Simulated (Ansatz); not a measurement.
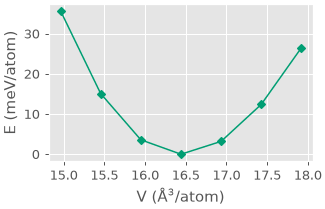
Fig. 1. Mg3SnO (anti-perovskite, Pm-3m) under volume change, the program Ansatz at the PBEsol level (PAW), scaled uniformly.

Task: What does a third-order Birch–Murnaghan fit give for V₀, B₀ and B′?

Result: V₀ = 16.44 Å³/atom, B₀ = 73.6 GPa, B′ = 4.0.

The start of the workflow was typed in or built on a structure type; neither database checked (COD, Materials Project) lists it. Whether it is the stable phase at ambient conditions was not checked. The cell was relaxed with PBEsol under the symmetry of its start; whether a distortion lowers the energy is not shown. Scalar-relativistic: spin–orbit coupling is off unless named, which matters more the heavier the elements.

Potentials: the later of the program's two PAW sets.
